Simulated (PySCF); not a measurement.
# C₄HF₂N: electronic excitations and core binding energies

Wanted: the electronic excitations and core binding energies of C₄HF₂N (`N#C[C@]1(F)C=C1F`), by calculation.

The runs use PySCF 2.14.0, with density-fitted response routines of our own; the level of theory stands in each step. All values are computed, except where a source is named. Atoms count from 0, in the outputs and in this text.

## (1) The starting structure

8 atoms, charge 0, multiplicity 1; geometry from: GFN2-xTB.

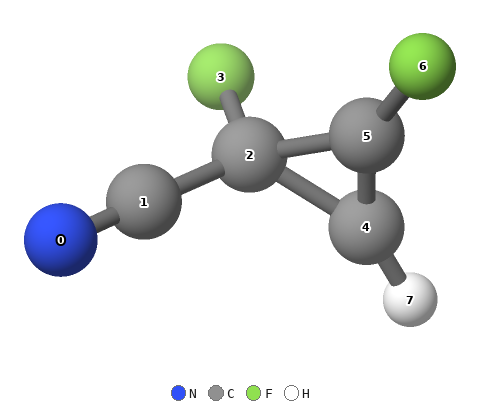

As it starts; nitrogen blue, carbon grey, fluorine green, hydrogen white, atoms numbered.

## (2) TDDFT and polarisability: B3LYP/def2-SVPD

Job settings and geometry (Å):

```
{"job": {"kind": "uv", "xc": "B3LYP", "basis": "def2-SVPD", "nstates": 8, "ntriplets": 3}, "charge": 0, "multiplicity": 1}
N      2.584897    -0.635197    -0.245085
C      1.446523    -0.588135    -0.154187
C      0.023820    -0.499099    -0.031171
F     -0.582945    -1.738886     0.000150
C     -0.767434     0.654620    -0.615936
C     -0.647175     0.621669     0.678541
F     -0.893554     1.123392     1.855495
H     -1.155075     1.071048    -1.512372
```

Method: TDDFT B3LYP/def2-SVPD, vertical, gas phase, core orbitals frozen in the response.

Launch:

```sh
$ OMP_NUM_THREADS=1 python probes_run.py task.json out
```

This one command runs all jobs of the session in turn.

The log of the run:

```text
coarse grid: 8200 points
cycle   1  E = -406.8762365642  dE =  1.302e+00  |g| = 7.174e-01  |ddm| = 4.377e+00
cycle   2  E = -406.5245449435  dE =  3.517e-01  |g| = 1.495e+00  |ddm| = 2.216e+00
cycle   3  E = -406.9710058388  dE = -4.465e-01  |g| = 2.099e-01  |ddm| = 1.669e+00
cycle   4  E = -406.9784253499  dE = -7.420e-03  |g| = 9.494e-02  |ddm| = 2.614e-01
cycle   5  E = -406.9802331550  dE = -1.808e-03  |g| = 1.613e-02  |ddm| = 1.118e-01
cycle   6  E = -406.9802829102  dE = -4.976e-05  |g| = 7.334e-03  |ddm| = 3.001e-02
cycle   7  E = -406.9802937031  dE = -1.079e-05  |g| = 1.881e-03  |ddm| = 1.006e-02
cycle   8  E = -406.9802944884  dE = -7.853e-07  |g| = 4.162e-04  |ddm| = 2.899e-03
final grid: 84408 points
cycle   9  E = -407.0411561123  dE = -2.215e-05  |g| = 4.991e-03  |ddm| = 6.162e-02
cycle  10  E = -407.0411474581  dE =  8.654e-06  |g| = 8.633e-03  |ddm| = 1.192e-02
cycle  11  E = -407.0411605716  dE = -1.311e-05  |g| = 6.672e-04  |ddm| = 7.448e-03
cycle  12  E = -407.0411606456  dE = -7.398e-08  |g| = 3.773e-04  |ddm| = 1.182e-03
cycle  13  E = -407.0411606737  dE = -2.809e-08  |g| = 1.095e-04  |ddm| = 4.334e-04
cycle  14  E = -407.0411606757  dE = -1.982e-09  |g| = 6.191e-05  |ddm| = 1.801e-04
cycle  15  E = -407.0411606765  dE = -8.471e-10  |g| = 7.588e-06  |ddm| = 7.654e-05
converged SCF energy = -407.0411606765

Static polarisability (au): isotropic 48.916, principal 40.753 45.314 60.682

Singlet excitations
state   eV       nm        f      main configurations
  1   6.5539    189.2   0.01633   H->L 0.86
  2   7.0099    176.9   0.02383   H-1->L 0.61, H->L+1 0.12
  3   7.1089    174.4   0.00521   H->L+2 0.62, H->L+1 0.18
  4   7.4351    166.8   0.00429   H-1->L+2 0.44, H->L+1 0.39
  5   7.7009    161.0   0.03294   H-1->L+1 0.63, H-1->L+2 0.11
  6   7.8424    158.1   0.02744   H-2->L 0.37, H->L+3 0.22, H-1->L+2 0.08
  7   7.9708    155.5   0.01687   H-3->L 0.36, H-2->L 0.19, H-5->L 0.14
  8   8.0999    153.1   0.02218   H-1->L+3 0.23, H-2->L 0.16, H-3->L 0.15

Triplet excitations (Tamm-Dancoff, eV): 5.1065 5.8516 6.3599
```

Wall time 16 s (1 thread of Arm Neoverse V1, shared host); peak memory 0.69 GiB.

The orbitals next to the gap, with their largest atomic shares:

| orbital | eV | atoms |
| --- | --- | --- |
| HOMO−3 | -10.52 | N0 57 %, C1 15 %, F3 8 % |
| HOMO−2 | -10.35 | N0 46 %, C1 34 %, F3 7 % |
| HOMO−1 | -9.22 | C4 28 %, C5 21 %, N0 14 % |
| HOMO | -9.12 | N0 22 %, C2 15 %, C5 14 % |
| LUMO | -1.36 | C4 33 %, C5 29 %, F6 9 % |
| LUMO+1 | -0.52 | C5 20 %, N0 19 %, C1 17 % |
| LUMO+2 | -0.38 | C1 27 %, N0 26 %, C2 14 % |

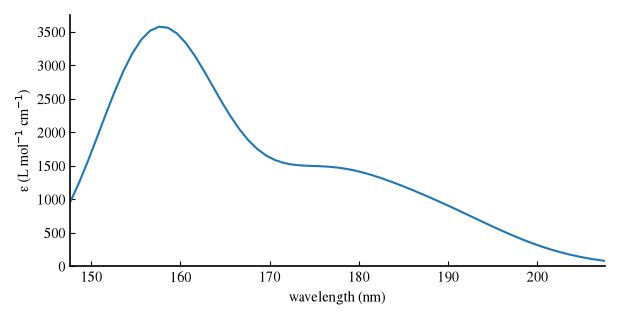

Absorption spectrum: each of the 8 states is a Gaussian band of 0.4 eV half-width at 1/e. Beyond the last state computed it falls off for lack of states.

Further results of this job:

| property | computed |
| --- | --- |
| dipole moment (D) | 3.78 |
| polarisability (Å³) | 7.25 |
| HOMO–LUMO gap (eV) | 7.76 |
| −ε(HOMO) (eV) | 9.12 |

## (3) Core-electron binding energies: SCAN, X2C

Same as in step 2 but for these lines:

```diff
@@ -1,2 +1,2 @@
-{"job": {"kind": "uv", "xc": "B3LYP", "basis": "def2-SVPD", "nstates": 8, "ntriplets": 3}, "charge": 0, "multiplicity": 1}
+{"job": {"kind": "xps"}, "charge": 0, "multiplicity": 1}
 N      2.584897    -0.635197    -0.245085
```

With the program's defaults for keys left out, this is: delta-SCF UKS SCAN, pcX-2 on the ionised atom, pcseg-1 elsewhere, spin-free X2C.

The log of the run:

```text
ground state, core basis on atom 0 (N), 134 functions
  cycle   1  E = -407.29741315  |g| = 6.80e-01
  cycle   2  E = -406.89600175  |g| = 1.54e+00
  cycle   3  E = -407.36741962  |g| = 2.98e-01
  cycle   4  E = -407.38467132  |g| = 1.07e-01
  cycle   5  E = -407.38681030  |g| = 3.06e-02
  cycle   6  E = -407.38698386  |g| = 1.30e-02
  cycle   7  E = -407.38701262  |g| = 6.15e-03
  cycle   8  E = -407.38702005  |g| = 1.79e-03
  cycle   9  E = -407.38702108  |g| = 5.12e-04
  cycle  10  E = -407.38702079  |g| = 1.26e-04
  E(ground) = -407.38739372 Eh
hole in N 1s of atom 0
  cycle   1  E = -391.77685310  |g| = 1.84e+00
  cycle   2  E = -388.68433483  |g| = 2.77e+00
  cycle   3  E = -392.08239029  |g| = 8.27e-01
  cycle   4  E = -392.34948682  |g| = 5.59e-01
  cycle   5  E = -392.43524882  |g| = 3.20e-01
  cycle   6  E = -392.47608674  |g| = 5.28e-02
  cycle   7  E = -392.47695187  |g| = 3.73e-02
  cycle   8  E = -392.47754188  |g| = 1.03e-02
  cycle   9  E = -392.47764924  |g| = 7.09e-03
  cycle  10  E = -392.47768924  |g| = 4.94e-03
  cycle  11  E = -392.47772000  |g| = 1.59e-03
  cycle  12  E = -392.47772185  |g| = 1.24e-03
  cycle  13  E = -392.47772300  |g| = 4.35e-04
  E(ion) = -392.47865325 Eh   <S^2> = 0.8090   hole on atom = 1.000   binding energy = 405.687 eV
ground state, core basis on atom 1 (C), 134 functions
  cycle   1  E = -407.37797926  |g| = 5.84e-02
  cycle   2  E = -407.37764154  |g| = 4.32e-02
  cycle   3  E = -407.37717226  |g| = 6.26e-02
  cycle   4  E = -407.37804399  |g| = 8.82e-03
  cycle   5  E = -407.37805942  |g| = 1.14e-03
  cycle   6  E = -407.37806113  |g| = 3.97e-04
  E(ground) = -407.38234633 Eh
hole in C 1s of atom 1
  cycle   1  E = -396.07623112  |g| = 1.51e+00
  cycle   2  E = -393.16290962  |g| = 2.66e+00
  cycle   3  E = -396.10363499  |g| = 9.46e-01
  cycle   4  E = -396.30569723  |g| = 8.65e-01
  cycle   5  E = -396.59401303  |g| = 2.33e-01
  cycle   6  E = -396.60843926  |g| = 1.24e-01
  cycle   7  E = -396.61494645  |g| = 4.14e-02
  cycle   8  E = -396.61569010  |g| = 1.67e-02
  cycle   9  E = -396.61585953  |g| = 7.90e-03
  cycle  10  E = -396.61593230  |g| = 5.33e-03
  cycle  11  E = -396.61597238  |g| = 3.89e-03
  cycle  12  E = -396.61600806  |g| = 1.18e-03
  cycle  13  E = -396.61601057  |g| = 1.20e-03
  cycle  14  E = -396.61601140  |g| = 2.84e-04
  E(ion) = -396.61890642 Eh   <S^2> = 0.8114   hole on atom = 1.000   binding energy = 292.888 eV
ground state, core basis on atom 2 (C), 134 functions
  cycle   1  E = -407.38234949  |g| = 6.46e-02
  cycle   2  E = -407.38101045  |g| = 8.39e-02
  cycle   3  E = -407.38187984  |g| = 5.50e-02
  cycle   4  E = -407.38254086  |g| = 1.22e-02
  cycle   5  E = -407.38257080  |g| = 1.42e-03
  cycle   6  E = -407.38256906  |g| = 5.04e-04
  cycle   7  E = -407.38257059  |g| = 2.11e-04
  E(ground) = -407.38300585 Eh
hole in C 1s of atom 2
  cycle   1  E = -395.96270738  |g| = 1.51e+00
  cycle   2  E = -393.82999068  |g| = 2.71e+00
  cycle   3  E = -396.19687182  |g| = 8.59e-01
  cycle   4  E = -396.30277070  |g| = 6.80e-01
  cycle   5  E = -396.50428016  |g| = 1.95e-01
  cycle   6  E = -396.51790452  |g| = 8.93e-02
  cycle   7  E = -396.52050747  |g| = 2.00e-02
  cycle   8  E = -396.52065732  |g| = 8.92e-03
  cycle   9  E = -396.52069678  |g| = 5.55e-03
  cycle  10  E = -396.52071567  |g| = 2.90e-03
  cycle  11  E = -396.52072582  |g| = 1.75e-03
  cycle  12  E = -396.52072842  |g| = 1.13e-03
  cycle  13  E = -396.52072979  |g| = 5.42e-04
  cycle  14  E = -396.52073053  |g| = 2.40e-04
  E(ion) = -396.52265710 Eh   <S^2> = 0.7787   hole on atom = 1.000   binding energy = 295.525 eV
ground state, core basis on atom 3 (F), 134 functions
  cycle   1  E = -407.41853617  |g| = 1.18e-01
  cycle   2  E = -407.41794281  |g| = 7.42e-02
  cycle   3  E = -407.41796467  |g| = 7.37e-02
  cycle   4  E = -407.41873750  |g| = 1.27e-02
  cycle   5  E = -407.41877430  |g| = 1.78e-03
  cycle   6  E = -407.41877400  |g| = 4.56e-04
  E(ground) = -407.42213172 Eh
hole in F 1s of atom 3
  cycle   1  E = -381.03800642  |g| = 2.58e+00
  cycle   2  E = -380.52663055  |g| = 2.37e+00
  cycle   3  E = -381.56412972  |g| = 8.92e-01
  cycle   4  E = -381.65660339  |g| = 7.77e-01
  cycle   5  E = -381.90094721  |g| = 2.75e-01
  cycle   6  E = -381.93741812  |g| = 5.81e-02
  cycle   7  E = -381.93900406  |g| = 1.53e-02
  cycle   8  E = -381.93908775  |g| = 8.11e-03
  cycle   9  E = -381.93910607  |g| = 3.13e-03
  cycle  10  E = -381.93911034  |g| = 1.01e-03
  cycle  11  E = -381.93911161  |g| = 5.23e-04
  cycle  12  E = -381.93911045  |g| = 1.81e-04
  E(ion) = -381.94918803 Eh   <S^2> = 0.7579   hole on atom = 1.000   binding energy = 693.154 eV
ground state, core basis on atom 4 (C), 134 functions
  cycle   1  E = -407.37590789  |g| = 9.20e-02
  cycle   2  E = -407.37384777  |g| = 1.32e-01
  cycle   3  E = -407.37664882  |g| = 2.30e-02
  cycle   4  E = -407.37667759  |g| = 1.80e-02
  cycle   5  E = -407.37675242  |g| = 2.89e-03
  cycle   6  E = -407.37675485  |g| = 1.19e-03
  cycle   7  E = -407.37675482  |g| = 2.80e-04
  E(ground) = -407.37917006 Eh
hole in C 1s of atom 4
  cycle   1  E = -396.05356896  |g| = 1.51e+00
  cycle   2  E = -394.34310651  |g| = 2.34e+00
  cycle   3  E = -396.31856889  |g| = 8.26e-01
  cycle   4  E = -396.40479063  |g| = 7.00e-01
  cycle   5  E = -396.59998484  |g| = 2.49e-01
  cycle   6  E = -396.62330614  |g| = 1.05e-01
  cycle   7  E = -396.62742948  |g| = 1.79e-02
  cycle   8  E = -396.62759892  |g| = 6.95e-03
  cycle   9  E = -396.62763452  |g| = 4.42e-03
  cycle  10  E = -396.62765195  |g| = 2.09e-03
  cycle  11  E = -396.62765803  |g| = 1.32e-03
  cycle  12  E = -396.62765904  |g| = 4.66e-04
  E(ion) = -396.63008392 Eh   <S^2> = 0.7887   hole on atom = 1.000   binding energy = 292.498 eV
ground state, core basis on atom 5 (C), 134 functions
  cycle   1  E = -407.38088602  |g| = 5.91e-02
  cycle   2  E = -407.38059929  |g| = 3.96e-02
  cycle   3  E = -407.38037889  |g| = 5.00e-02
  cycle   4  E = -407.38095856  |g| = 7.91e-03
  cycle   5  E = -407.38097289  |g| = 1.93e-03
  cycle   6  E = -407.38097362  |g| = 6.05e-04
  cycle   7  E = -407.38097261  |g| = 9.35e-05
  E(ground) = -407.38348143 Eh
hole in C 1s of atom 5
  cycle   1  E = -395.97658569  |g| = 1.51e+00
  cycle   2  E = -388.55724122  |g| = 3.57e+00
  cycle   3  E = -394.93170889  |g| = 1.84e+00
  cycle   4  E = -396.50397592  |g| = 3.25e-01
  cycle   5  E = -396.42970825  |g| = 5.24e-01
  cycle   6  E = -396.53328905  |g| = 1.64e-01
  cycle   7  E = -396.54394602  |g| = 6.54e-02
  cycle   8  E = -396.54574291  |g| = 2.70e-02
  cycle   9  E = -396.54619840  |g| = 8.08e-03
  cycle  10  E = -396.54634765  |g| = 7.45e-03
  cycle  11  E = -396.54644960  |g| = 5.53e-03
  cycle  12  E = -396.54649349  |g| = 2.42e-03
  cycle  13  E = -396.54649886  |g| = 1.33e-03
  cycle  14  E = -396.54649998  |g| = 7.68e-04
  cycle  15  E = -396.54650074  |g| = 3.85e-04
  E(ion) = -396.54940681 Eh   <S^2> = 0.8320   hole on atom = 1.000   binding energy = 294.810 eV
ground state, core basis on atom 6 (F), 134 functions
  cycle   1  E = -407.41853158  |g| = 1.22e-01
  cycle   2  E = -407.41685006  |g| = 1.09e-01
  cycle   3  E = -407.41761317  |g| = 8.32e-02
  cycle   4  E = -407.41890633  |g| = 1.48e-02
  cycle   5  E = -407.41895848  |g| = 7.53e-04
  cycle   6  E = -407.41895923  |g| = 3.52e-04
  E(ground) = -407.42263044 Eh
hole in F 1s of atom 6
  cycle   1  E = -380.97337552  |g| = 2.58e+00
  cycle   2  E = -379.63571164  |g| = 2.65e+00
  cycle   3  E = -381.03069462  |g| = 1.20e+00
  cycle   4  E = -381.66478361  |g| = 6.68e-01
  cycle   5  E = -381.81879400  |g| = 3.43e-01
  cycle   6  E = -381.86117637  |g| = 1.67e-01
  cycle   7  E = -381.87335597  |g| = 4.39e-02
  cycle   8  E = -381.87440108  |g| = 9.78e-03
  cycle   9  E = -381.87445589  |g| = 4.00e-03
  cycle  10  E = -381.87447125  |g| = 2.50e-03
  cycle  11  E = -381.87448041  |g| = 1.91e-03
  cycle  12  E = -381.87449154  |g| = 1.63e-03
  cycle  13  E = -381.87451363  |g| = 1.17e-03
  cycle  14  E = -381.87452908  |g| = 6.36e-04
  cycle  15  E = -381.87452895  |g| = 3.62e-04
  E(ion) = -381.88509750 Eh   <S^2> = 0.7659   hole on atom = 1.000   binding energy = 694.912 eV
```

Run time: 35 s. Hardware: 1 thread of Arm Neoverse V1, shared host; peak memory 0.5 GiB.

The holes in one table. −ε is the ground-state orbital energy:

| hole | stands for | environment | ΔSCF (eV) | −ε (eV) | ⟨S²⟩ |
| --- | --- | --- | --- | --- | --- |
| N1s on N0 | N0 | nitrile nitrogen | 405.69 | 386.6 | 0.809 |
| C1s on C1 | C1 | nitrile carbon | 292.89 | 275.1 | 0.811 |
| C1s on C2 | C2 | three-membered-ring carbon bearing a halogen | 295.53 | 278.4 | 0.779 |
| F1s on F3 | F3 | fluorine on an sp3 carbon | 693.15 | 667.5 | 0.758 |
| C1s on C4 | C4 | alkene CH | 292.50 | 275.8 | 0.789 |
| C1s on C5 | C5 | fully substituted alkene carbon | 294.81 | 278.0 | 0.832 |
| F1s on F6 | F6 | vinylic fluorine | 694.91 | 669.2 | 0.766 |

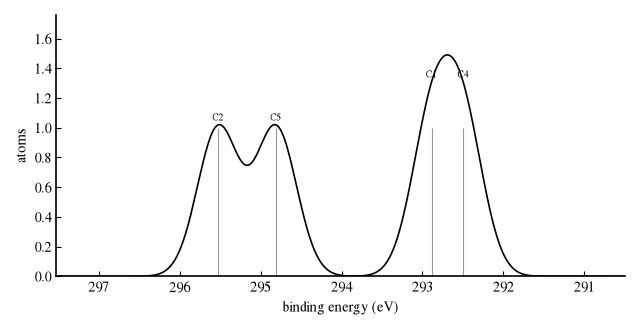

The C1s photoelectron lines, weighted by the number of atoms. Lines are broadened to a width of 0.60 eV (Gaussian).

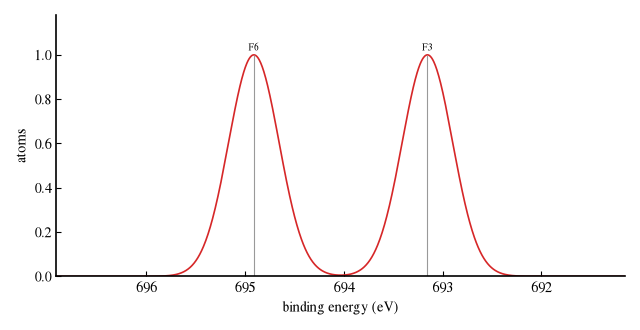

The F1s photoelectron lines, weighted by the number of atoms. Lines are broadened to a width of 0.60 eV (Gaussian).

## (4) What came out

```
                                quantity                                          value
        lowest singlet (B3LYP/def2-SVPD)                    6.55 eV (189 nm), f = 0.016
brightest single state of those computed                    state 5, 7.70 eV, f = 0.033
                          lowest triplet                                        5.11 eV
        C1s binding energies, SCAN/pcX-2  C2 295.53, C5 294.81, C1 292.89, C4 292.50 eV
        F1s binding energies, SCAN/pcX-2                        F6 694.91, F3 693.15 eV
        N1s binding energies, SCAN/pcX-2                                   N0 405.69 eV
```

What this shows: The lowest singlet, at 6.55 eV, is HOMO→LUMO 0.86 and is weak; of the 8 states computed, the strongest absorption comes from state 5 at 7.70 eV. The lowest triplet lies 1.45 eV below the lowest singlet (triplets in Tamm-Dancoff, singlets in full TDDFT). The C1s levels kept as sound span 3.03 eV, from C4 (alkene CH) up to C2 (three-membered-ring carbon bearing a halogen). The F1s levels kept as sound span 1.76 eV, from F3 (fluorine on an sp3 carbon) up to F6 (vinylic fluorine).
